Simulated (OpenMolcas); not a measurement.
**Multiconfigurational calculation for Cr³⁺ complex**

- system: Cr³⁺ with 4 ligands (Br; tetrahedron, 2.32 Å), neutralised by 4 outer point charges of +0.25 e, whose field is part of the energies.
- method: state-averaged CASSCF, active space 3 electrons in the shell 3d, basis ANO-RCC-VDZP on the metal and ANO-RCC-VDZP on the ligands, DKH2 scalar Hamiltonian, spin-orbit coupling by RASSI with atomic mean-field integrals (OpenMolcas)

Input:
```
&GATEWAY
Coord
5

Cr 0.0 0.0 0.0
Br 1.339453 1.339453 1.339453
Br 1.339453 -1.339453 -1.339453
Br -1.339453 1.339453 -1.339453
Br -1.339453 -1.339453 1.339453
Basis=Cr.ANO-RCC-VDZP,Br.ANO-RCC-VDZP
Group=NoSym
NoMove
AngMom=0.0 0.0 0.0
AMFI
RICD
XField
4 Angstrom 0
2.840564 2.840564 2.840564 0.250000
2.840564 -2.840564 -2.840564 0.250000
-2.840564 2.840564 -2.840564 0.250000
-2.840564 -2.840564 2.840564 0.250000
&SEWARD
&RASSCF
FileOrb=start.orb
Symmetry=1
Spin=4
nActEl=3 0 0
Inactive=81
Ras2=5
CIRoot=10 10 1
SDav=10
CIMx=300
Iter=150 100
PrWF=0.3
OrbListing=Nothing
MaxOrb=0
LevShft=1.0
>>> COPY $Project.JobIph JOB001
&RASSCF
FileOrb=start.orb
Symmetry=1
Spin=2
nActEl=3 0 0
Inactive=81
Ras2=5
CIRoot=40 40 1
SDav=40
CIMx=300
Iter=150 100
PrWF=0.3
OrbListing=Nothing
MaxOrb=0
LevShft=1.0
>>> COPY $Project.JobIph JOB002
&RASSI
NrOfJobIphs=2 10 40
1 2 3 4 5 6 7 8 9 10
1 2 3 4 5 6 7 8 9 10 11 12 13 14 15 16 17 18 19 20 21 22 23 24 25 26 27
28 29 30 31 32 33 34 35 36 37 38 39 40
IphNames
JOB001
JOB002
EJob
SpinOrbit
DIPRint=1.0
SOCoupling=1000.0
Subsets=2
Property=9
'ANGMOM' 1 'ANGMOM' 2 'ANGMOM' 3 'MLTPL  1' 1 'MLTPL  1' 2 'MLTPL  1' 3
'AMFI' 1 'AMFI' 2 'AMFI' 3
SOProperty=3
'ANGMOM' 1 'ANGMOM' 2 'ANGMOM' 3
```

The file start.orb holds starting orbitals from an earlier step. A driver script formed the levels outside the program, from RASSI's spin-orbit matrix and the active-space energies, averaged over the components of each term or state.

Command:
```bash
OMP_NUM_THREADS=1 MOLCAS_MEM=2457 MOLCAS_PROJECT=a pymolcas a.inp > a.log  # once for each step of the input, in one work folder
```

Output (extracts):
```
--- SEWARD ---
Basis set label: CR.ANO-RCC...5S4P2D1F.

      Electronic valence basis set:
      ------------------
      Associated Effective Charge  24.000000 au
      Associated Actual Charge     24.000000 au
      Nuclear Model: Point charge

      Shell  nPrim  nBasis  Cartesian Spherical Contaminant
         s      21       5        X
         p      15       4        X
         d      10       2                 X
         f       6       1                 X
                  Relativistic Douglas-Kroll-Hess integrals:
                    - DKH order of Hamiltonian: 2
                    - DKH order of Properties : 0
                  Atomic mean-field integrals
--- RASSCF ---
Wave function specifications:
      -----------------------------

      Number of closed shell electrons         162
      Number of electrons in active shells       3
      Max number of holes in RAS1 space          0
      Max nr of electrons in RAS3 space          0
      Number of inactive orbitals               81
      Number of active orbitals                  5
      Number of secondary orbitals              56
      Spin quantum number                      1.5
      State symmetry                             1
Orbital specifications:
      -----------------------

      Symmetry species                           1
                                                 a
      Frozen orbitals                            0
      Inactive orbitals                         81
      Active orbitals                            5
      RAS1 orbitals                              0
      RAS2 orbitals                              5
      RAS3 orbitals                              0
      Secondary orbitals                        56
      Deleted orbitals                           0
      Number of basis functions                142
      Number of CSFs                            10
      Number of root(s) required                10
      Iter CI   SX   CI       RASSCF       Energy    max ROT     max BLB   max BLB  Level Ln srch  Step   QN
          iter iter root      energy       change     param      element    value   shift minimum  type update
 Nr of preliminary CI iterations:   1
      Total energies have been shifted. Add               -11000.00 au
        1   1   16    0  -466.58426284    0.00E+00  -1.04E-01*   8 105 1 -3.07E-01*  1.27   0.00    SX    NO
        2   1   16    0  -467.07340576   -4.89E-01* -3.66E-02    7 104 1  6.39E-02*  0.93   0.00    SX    NO
        3   1   16    0  -467.20790757   -1.35E-01*  2.45E-02    9 106 1  5.03E-02*  0.77   0.00    SX    NO
        4   1   15    0  -467.24496455   -3.71E-02*  1.37E-02    9 106 1  2.04E-02*  0.71   0.00    SX    NO
        5   1   15    0  -467.25585087   -1.09E-02*  1.40E-02   52  83 1  1.13E-02*  0.69   2.18    LS   YES
        6   1   14    0  -467.26036673   -4.52E-03*  7.73E-03    7 104 1 -7.17E-03*  0.69   1.15    QN   YES
        7   1   13    0  -467.26143354   -1.07E-03*  4.08E-03    7 104 1 -6.88E-03*  0.69   1.54    LS   YES
        8   1   13    0  -467.26158259   -1.49E-04* -1.01E-03    7 104 1 -6.71E-03*  0.69   1.02    QN   YES
        9   1   12    0  -467.26173713   -1.55E-04*  5.20E-04    8 105 1  2.31E-03*  0.69   1.26    QN   YES
       10   1   11    0  -467.26177665   -3.95E-05* -3.63E-04    9 106 1  1.14E-03*  0.69   1.27    QN   YES
       11   1   11    0  -467.26178457   -7.92E-06* -1.86E-04    9  90 1 -3.40E-04*  0.69   1.51    LS   YES
       12   1   11    0  -467.26178533   -7.61E-07* -8.31E-05   67 134 1  2.56E-04*  0.69   0.84    QN   YES
       13   1   10    0  -467.26178643   -1.09E-06* -4.91E-05    9 106 1 -9.71E-05   0.69   1.59    LS   YES
       14   1    9    0  -467.26178660   -1.72E-07*  5.39E-05    7 104 1 -9.75E-05   0.69   0.98    QN   YES
       15   1    8    0  -467.26178673   -1.30E-07*  5.26E-05    8  89 1  4.35E-05   0.69   1.98    LS   YES
       16   1    8    0  -467.26178678   -4.78E-08*  1.45E-05    7 104 1  3.81E-05   0.69   0.99    QN   YES
       17   1    7    0  -467.26178680   -1.86E-08* -1.68E-05    8 105 1  1.23E-05   0.69   1.71    QN   YES
       18   1    6    0  -467.26178679    1.30E-09  -2.52E-06    7  88 1 -3.63E-06   0.69   0.26    QN   YES
      Convergence after 18 iterations
       19   1    6    0  -467.26178679   -4.22E-10  -2.52E-06    8  89 1 -2.66E-06   0.69   0.26    QN   YES
      Natural orbitals and occupation numbers for root  1
      sym 1:   1.000000   0.011026   0.988974   0.988974   0.011026
      Natural orbitals and occupation numbers for root  2
      sym 1:   0.051036   0.051036   0.948964   1.000000   0.948964
      Natural orbitals and occupation numbers for root  3
      sym 1:   0.019368   0.019368   0.980632   0.980632   1.000000
::    RASSCF root number  1 Total energy: -11467.29840617
::    RASSCF root number  2 Total energy: -11467.29840617
::    RASSCF root number  3 Total energy: -11467.29840617
::    RASSCF root number  4 Total energy: -11467.27580855
::    RASSCF root number  5 Total energy: -11467.27580855
::    RASSCF root number  6 Total energy: -11467.27580855
::    RASSCF root number  7 Total energy: -11467.24918928
::    RASSCF root number  8 Total energy: -11467.21534483
::    RASSCF root number  9 Total energy: -11467.21534483
::    RASSCF root number 10 Total energy: -11467.21534483
--- RASSCF ---
Wave function specifications:
      -----------------------------

      Number of closed shell electrons         162
      Number of electrons in active shells       3
      Max number of holes in RAS1 space          0
      Max nr of electrons in RAS3 space          0
      Number of inactive orbitals               81
      Number of active orbitals                  5
      Number of secondary orbitals              56
      Spin quantum number                      0.5
      State symmetry                             1
Orbital specifications:
      -----------------------

      Symmetry species                           1
                                                 a
      Frozen orbitals                            0
      Inactive orbitals                         81
      Active orbitals                            5
      RAS1 orbitals                              0
      RAS2 orbitals                              5
      RAS3 orbitals                              0
      Secondary orbitals                        56
      Deleted orbitals                           0
      Number of basis functions                142
      Number of CSFs                            40
      Number of root(s) required                40
      Iter CI   SX   CI       RASSCF       Energy    max ROT     max BLB   max BLB  Level Ln srch  Step   QN
          iter iter root      energy       change     param      element    value   shift minimum  type update
 Nr of preliminary CI iterations:   1
      Total energies have been shifted. Add               -11000.00 au
        1   1   10    0  -467.16736762    0.00E+00  -9.48E-03   86  95 1 -1.04E-02*  0.72   0.00    SX    NO
        2   1    9    0  -467.16894488   -1.58E-03* -3.81E-03   65 104 1 -6.20E-03*  0.73   0.00    SX    NO
        3   1    9    0  -467.16946363   -5.19E-04*  2.49E-03   71  82 1  3.13E-03*  0.72   0.00    SX    NO
        4   1    9    0  -467.16966281   -1.99E-04*  1.64E-03   71  82 1  2.51E-03*  0.72   0.00    SX    NO
        5   1    8    0  -467.16974527   -8.25E-05*  2.41E-03   71  82 1  1.55E-03*  0.72   2.50    LS   YES
        6   1    8    0  -467.16980084   -5.56E-05* -7.71E-04   65 104 1  1.83E-03*  0.72   1.21    QN   YES
        7   1    8    0  -467.16980863   -7.79E-06* -2.22E-04   65 104 1 -4.76E-04*  0.72   0.89    QN   YES
        8   1    7    0  -467.16981000   -1.37E-06* -3.32E-04   70  87 1 -2.72E-04*  0.72   2.50    LS   YES
        9   1    8    0  -467.16980971    2.86E-07*  1.41E-04   65 104 1  7.42E-04*  0.72   0.41    SX   YES
       10   1    7    0  -467.16981057   -8.55E-07*  7.76E-05   70 103 1 -9.56E-05   0.72   1.02    QN   YES
       11   1    6    0  -467.16981063   -6.29E-08*  4.08E-05   70 103 1 -3.96E-05   0.72   1.26    QN   YES
       12   1    5    0  -467.16981065   -2.27E-08* -3.12E-05   71  82 1  1.90E-05   0.72   1.14    QN   YES
       13   1    5    0  -467.16981066   -2.84E-09  -4.69E-05   70  87 1  8.59E-06   0.72   2.50    LS   YES
      Convergence after 13 iterations
       14   1    5    0  -467.16981064    1.12E-08* -4.69E-05   70  87 1  2.92E-05   0.72   2.50    LS   YES
      Natural orbitals and occupation numbers for root  1
      sym 1:   0.059176   0.978579   0.054426   1.809591   0.098228
      Natural orbitals and occupation numbers for root  2
      sym 1:   0.082044   0.978579   0.086794   1.809591   0.042992
      Natural orbitals and occupation numbers for root  3
      sym 1:   0.207436   0.928068   0.816766   0.978391   0.069339
::    RASSCF root number  1 Total energy: -11467.24137953
::    RASSCF root number  2 Total energy: -11467.24137953
::    RASSCF root number  3 Total energy: -11467.22659299
::    RASSCF root number  4 Total energy: -11467.22659299
::    RASSCF root number  5 Total energy: -11467.22659299
::    RASSCF root number  6 Total energy: -11467.22314228
::    RASSCF root number  7 Total energy: -11467.22314228
::    RASSCF root number  8 Total energy: -11467.22314228
::    RASSCF root number  9 Total energy: -11467.21376142
::    RASSCF root number 10 Total energy: -11467.20481604
::    RASSCF root number 11 Total energy: -11467.20481604
::    RASSCF root number 12 Total energy: -11467.20481604
::    RASSCF root number 13 Total energy: -11467.19509597
::    RASSCF root number 14 Total energy: -11467.19509597
::    RASSCF root number 15 Total energy: -11467.19509597
::    RASSCF root number 16 Total energy: -11467.19459335
::    RASSCF root number 17 Total energy: -11467.19459335
::    RASSCF root number 18 Total energy: -11467.19459335
::    RASSCF root number 19 Total energy: -11467.19040882
::    RASSCF root number 20 Total energy: -11467.19040882
::    RASSCF root number 21 Total energy: -11467.17702203
::    RASSCF root number 22 Total energy: -11467.17702203
::    RASSCF root number 23 Total energy: -11467.17702203
::    RASSCF root number 24 Total energy: -11467.17654336
::    RASSCF root number 25 Total energy: -11467.17654336
::    RASSCF root number 26 Total energy: -11467.17654336
::    RASSCF root number 27 Total energy: -11467.17398781
::    RASSCF root number 28 Total energy: -11467.17398781
::    RASSCF root number 29 Total energy: -11467.13421699
::    RASSCF root number 30 Total energy: -11467.13421699
--- RASSI ---
SPIN-FREE ENERGIES:
  (Shifted by EMIN (a.u.) =     -11467.2984061724)

 SF State       Relative EMIN(au)   Rel lowest level(eV)    D:o, cm**(-1)

     1             0.0000000000        0.0000000000              0.0000
     2             0.0000000000        0.0000000000              0.0000
     3             0.0000000000        0.0000000000              0.0000
     4             0.0225976181        0.6149125151           4959.6039
     5             0.0225976181        0.6149125151           4959.6039
     6             0.0225976181        0.6149125151           4959.6039
     7             0.0492168904        1.3392598155          10801.8589
    11             0.0570266514        1.5517742387          12515.9033
    12             0.0570266521        1.5517742562          12515.9034
    13             0.0718131940        1.9541365598          15761.1743
    14             0.0718131940        1.9541365598          15761.1743
    15             0.0718131940        1.9541365598          15761.1743
    16             0.0752639002        2.0480350587          16518.5168
    17             0.0752639002        2.0480350587          16518.5168
    18             0.0752639002        2.0480350587          16518.5168
    10             0.0830613442        2.2602143194          18229.8579
     8             0.0830613442        2.2602143194          18229.8579
     9             0.0830613442        2.2602143194          18229.8579
    19             0.0846447561        2.3033011511          18577.3766
    20             0.0935901406        2.5467174639          20540.6616
    21             0.0935901406        2.5467174639          20540.6616
    22             0.0935901406        2.5467174639          20540.6616
    23             0.1033102087        2.8112139913          22673.9700
    24             0.1033102087        2.8112139913          22673.9700
    25             0.1033102087        2.8112139913          22673.9700
    26             0.1038128266        2.8248909226          22784.2819
    27             0.1038128266        2.8248909226          22784.2819
    28             0.1038128266        2.8248909226          22784.2819
    29             0.1079973641        2.9387579886          23702.6817
    30             0.1079973641        2.9387579886          23702.6817
    31             0.1213841515        3.3030310310          26640.7419
    32             0.1213841515        3.3030310310          26640.7419
    33             0.1213841515        3.3030310310          26640.7419
    34             0.1218628162        3.3160561593          26745.7967
    35             0.1218628162        3.3160561593          26745.7967
    36             0.1218628162        3.3160561593          26745.7967
    37             0.1244183669        3.3855962371          27306.6752
    38             0.1244183669        3.3855962371          27306.6752
    39             0.1641891858        4.4678153535          36035.3610
    40             0.1641891858        4.4678153535          36035.3610
Eigenvalues of complex Hamiltonian:
   -----------------------------------
  (Shifted by EMIN (a.u.) =     -11467.2984061724)

 SO State       Relative EMIN(au)   Rel lowest level(eV)    D:o, cm**(-1)

     1            -0.0004573592        0.0000000000              0.0000
     2            -0.0004573592        0.0000000000              0.0000
     3            -0.0004573592        0.0000000001              0.0000
     4            -0.0004573592        0.0000000001              0.0000
     5            -0.0003822795        0.0020430216             16.4781
     6            -0.0003822795        0.0020430216             16.4781
     7             0.0001882716        0.0175685077            141.6996
     8             0.0001882716        0.0175685077            141.6996
     9             0.0001882715        0.0175685074            141.6996
    10             0.0001882715        0.0175685074            141.6996
    11             0.0005655782        0.0278355458            224.5088
    12             0.0005655782        0.0278355458            224.5088
    13             0.0225087788        0.6249404520           5040.4847
    14             0.0225087788        0.6249404520           5040.4847
    15             0.0225087788        0.6249404521           5040.4847
    16             0.0225087788        0.6249404521           5040.4847
    17             0.0225469446        0.6259789960           5048.8611
    18             0.0225469446        0.6259789960           5048.8611
    19             0.0226225045        0.6280350863           5065.4446
    20             0.0226225045        0.6280350863           5065.4446
    21             0.0226691990        0.6293057073           5075.6928
    22             0.0226691990        0.6293057073           5075.6928
    23             0.0226691990        0.6293057072           5075.6928
    24             0.0226691990        0.6293057072           5075.6928
    25             0.0492547326        1.3527349314          10910.5430
    26             0.0492547326        1.3527349314          10910.5430
    27             0.0492547326        1.3527349314          10910.5430
    28             0.0492547326        1.3527349314          10910.5430
    29             0.0569807658        1.5629710035          12606.2113
    30             0.0569807658        1.5629710035          12606.2113
    31             0.0569807664        1.5629710211          12606.2114
    32             0.0569807664        1.5629710211          12606.2114
    33             0.0716589465        1.9623846492          15827.6996
    34             0.0716589465        1.9623846492          15827.6996
    35             0.0718144605        1.9666163990          15861.8310
    36             0.0718144605        1.9666163990          15861.8310
    37             0.0718144604        1.9666163984          15861.8310
    38             0.0718144604        1.9666163984          15861.8310
    39             0.0748936436        2.0504052420          16537.6336
    40             0.0748936436        2.0504052420          16537.6336
    41             0.0755004125        2.0669162625          16670.8039
Weights of the five most important spin-orbit-free states for each spin-orbit state.

 SO State  Total energy (au)           Spin-free states, spin, and weights
 -------------------------------------------------------------------------------------------------------
    1        -0.000457       3 1.5  0.4299    1 1.5  0.3062    2 1.5  0.2608    6 1.5  0.0014    5 1.5  0.0010
    2        -0.000457       3 1.5  0.4338    1 1.5  0.3063    2 1.5  0.2567    6 1.5  0.0014    5 1.5  0.0011
    3        -0.000457       2 1.5  0.4037    1 1.5  0.3584    3 1.5  0.2347    4 1.5  0.0016    5 1.5  0.0008
    4        -0.000457       2 1.5  0.4080    1 1.5  0.3582    3 1.5  0.2307    4 1.5  0.0016    5 1.5  0.0007
    5        -0.000382       1 1.5  0.3331    2 1.5  0.3331    3 1.5  0.3331    4 1.5  0.0002    5 1.5  0.0002
    6        -0.000382       1 1.5  0.3331    2 1.5  0.3331    3 1.5  0.3331    4 1.5  0.0002    5 1.5  0.0002
    7         0.000188       3 1.5  0.5715    2 1.5  0.2799    1 1.5  0.1469    5 1.5  0.0005    6 1.5  0.0005
    8         0.000188       3 1.5  0.5753    2 1.5  0.2625    1 1.5  0.1606    5 1.5  0.0005    6 1.5  0.0005
    9         0.000188       1 1.5  0.5048    2 1.5  0.4033    3 1.5  0.0902    4 1.5  0.0005    6 1.5  0.0005
   10         0.000188       1 1.5  0.5188    2 1.5  0.3854    3 1.5  0.0941    4 1.5  0.0005    6 1.5  0.0005
   11         0.000566       3 1.5  0.3331    2 1.5  0.3331    1 1.5  0.3331   19 0.5  0.0002    4 1.5  0.0002
   12         0.000566       3 1.5  0.3331    2 1.5  0.3331    1 1.5  0.3331   19 0.5  0.0002    4 1.5  0.0002
```

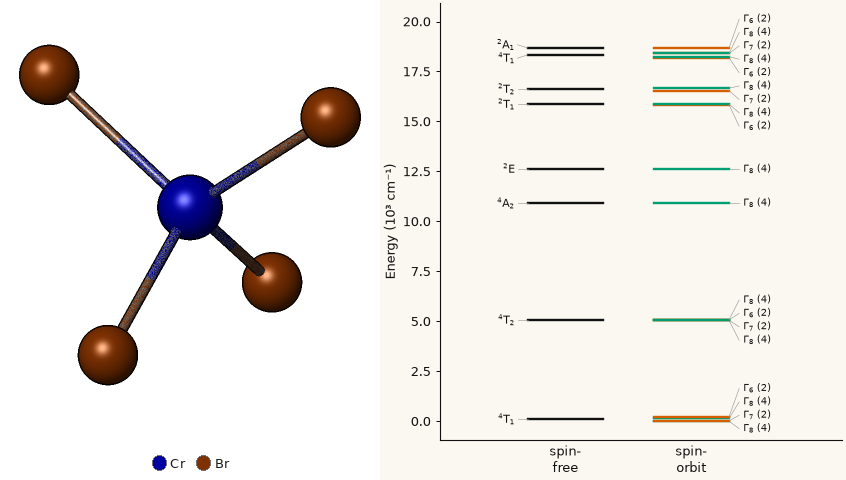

Cr³⁺ (3d³) with 4 ligands, Br⁻, at 2.32 Å (arrangement: tetrahedron, Td), neutralised by outer point charges of +0.25 e, and its levels. Labels give the representation in O, Td, D4 or D3 as the site allows (double group for half-integer spin) where it could be assigned and, in brackets, the degeneracy; spin-free states, where drawn, share the zero of the spin-orbit levels. The ground level is Γ₈, 4-fold degenerate, 100 % from states of spin multiplicity 4. The next level lies at 16 cm⁻¹ (Γ₇). The lowest spin-free state is ⁴T₁; of the same spin there follow at 4,960 cm⁻¹ (⁴T₂), 10,800 cm⁻¹ (⁴A₂) and 18,200 cm⁻¹ (⁴T₁) above it. The active orbitals hold 86 to 94 % metal character (Löwdin), and the Mulliken charge of the metal is +1.11.

Summary:

- outcome: converged
- energy of the lowest spin-free term: −11467.29841 hartree
- energy of the lowest spin-orbit level: −11467.29886 hartree
- largest spread among components of a term: 0.0 cm⁻¹
- hardware: 1 thread of Arm Neoverse V1, 24 GiB of memory available, shared host
- wall time: 71 s
- peak memory: 0.27 GiB

Remarks:

Without dynamic correlation the splittings between terms come out too large, often by 20 to 50 %. Limits: covalent bonds, ligand orbitals missing from the active space; distances are set from ionic radii, not optimised.
